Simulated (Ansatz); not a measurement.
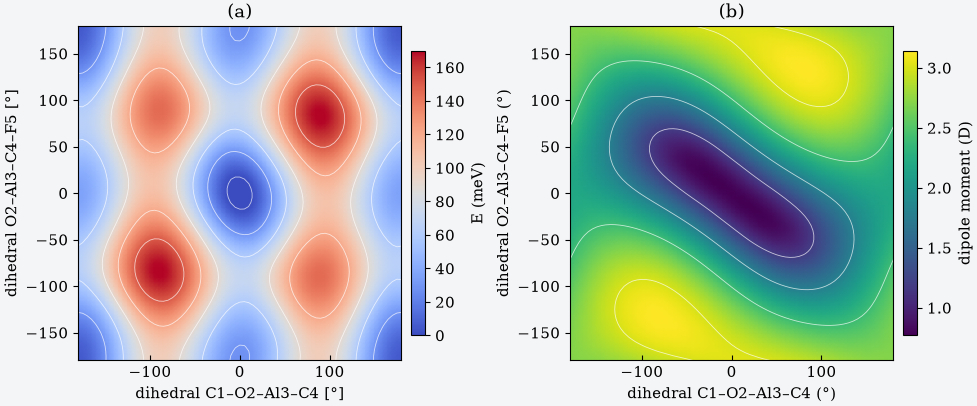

C₂H₆AlFO, SMILES C[O][AlH][CH2]F. Coordinates scanned: (1) dihedral C1–O2–Al3–C4; (2) dihedral O2–Al3–C4–F5. Nothing is relaxed (all other coordinates rigid). The scan uses a 15 × 15 grid. Points are written as (first, second). Energies are in meV, from the lowest grid point. Method: RHF/def2-SVP (Ansatz 0.2.0).

Panel (a) is the energy; panel (b) is the computed dipole moment, in D.

Drawn: a smooth colour map with a few white contour lines. Between grid points the surface is interpolated.

How does the dipole moment vary over the map, and what is it at the lowest grid point?

Answer. Leaving out the highest fifth of the energies, it runs from 0.77 D at (−12°, 12°) to 3.11 D at (−60°, −132°). At the lowest grid point, (−12°, 12°), it is 0.77 D.

| dihedral O2–Al3–C4–F5 ↓, dihedral C1–O2–Al3–C4 → | −180 | −156 | −132 | −108 | −84 | −60 | −36 | −12 | 12 | 36 | 60 | 84 | 108 | 132 | 156 |
| --- | --- | --- | --- | --- | --- | --- | --- | --- | --- | --- | --- | --- | --- | --- | --- |
| 156 | 2.69 | 2.61 | 2.57 | 2.58 | 2.63 | 2.72 | 2.82 | 2.92 | 3.01 | 3.08 | 3.10 | 3.08 | 3.02 | 2.92 | 2.80 |
| 132 | 2.65 | 2.47 | 2.33 | 2.26 | 2.27 | 2.37 | 2.52 | 2.70 | 2.87 | 3.02 | 3.11 | 3.14 | 3.10 | 2.99 | 2.83 |
| 108 | 2.57 | 2.32 | 2.09 | 1.93 | 1.87 | 1.94 | 2.13 | 2.37 | 2.62 | 2.84 | 3.00 | 3.08 | 3.07 | 2.97 | 2.79 |
| 84 | 2.46 | 2.18 | 1.88 | 1.62 | 1.47 | 1.48 | 1.67 | 1.96 | 2.27 | 2.55 | 2.77 | 2.90 | 2.93 | 2.86 | 2.70 |
| 60 | 2.34 | 2.07 | 1.76 | 1.43 | 1.17 | 1.06 | 1.19 | 1.49 | 1.84 | 2.16 | 2.43 | 2.61 | 2.69 | 2.67 | 2.55 |
| 36 | 2.25 | 2.04 | 1.77 | 1.46 | 1.14 | 0.88 | 0.82 | 1.03 | 1.36 | 1.70 | 2.00 | 2.23 | 2.38 | 2.42 | 2.38 |
| 12 | 2.19 | 2.09 | 1.92 | 1.69 | 1.41 | 1.11 | 0.85 | 0.77 | 0.94 | 1.23 | 1.54 | 1.81 | 2.02 | 2.16 | 2.22 |
| −12 | 2.19 | 2.22 | 2.16 | 2.02 | 1.81 | 1.54 | 1.23 | 0.94 | 0.77 | 0.85 | 1.10 | 1.41 | 1.69 | 1.92 | 2.09 |
| −36 | 2.25 | 2.38 | 2.42 | 2.38 | 2.23 | 2.00 | 1.70 | 1.36 | 1.03 | 0.82 | 0.88 | 1.14 | 1.46 | 1.77 | 2.04 |
| −60 | 2.34 | 2.55 | 2.67 | 2.69 | 2.61 | 2.43 | 2.16 | 1.84 | 1.49 | 1.19 | 1.06 | 1.17 | 1.43 | 1.76 | 2.07 |
| −84 | 2.46 | 2.70 | 2.86 | 2.93 | 2.90 | 2.77 | 2.55 | 2.27 | 1.96 | 1.67 | 1.49 | 1.47 | 1.62 | 1.88 | 2.18 |
| −108 | 2.57 | 2.79 | 2.97 | 3.07 | 3.08 | 3.00 | 2.84 | 2.62 | 2.37 | 2.13 | 1.95 | 1.87 | 1.93 | 2.09 | 2.32 |
| −132 | 2.65 | 2.83 | 2.99 | 3.10 | 3.14 | 3.11 | 3.02 | 2.87 | 2.70 | 2.52 | 2.37 | 2.27 | 2.26 | 2.33 | 2.47 |
| −156 | 2.69 | 2.80 | 2.92 | 3.02 | 3.09 | 3.10 | 3.08 | 3.01 | 2.92 | 2.82 | 2.72 | 2.63 | 2.58 | 2.57 | 2.61 |
| −180 | 2.71 | 2.72 | 2.77 | 2.84 | 2.91 | 2.97 | 3.01 | 3.03 | 3.03 | 3.01 | 2.97 | 2.91 | 2.84 | 2.77 | 2.72 |
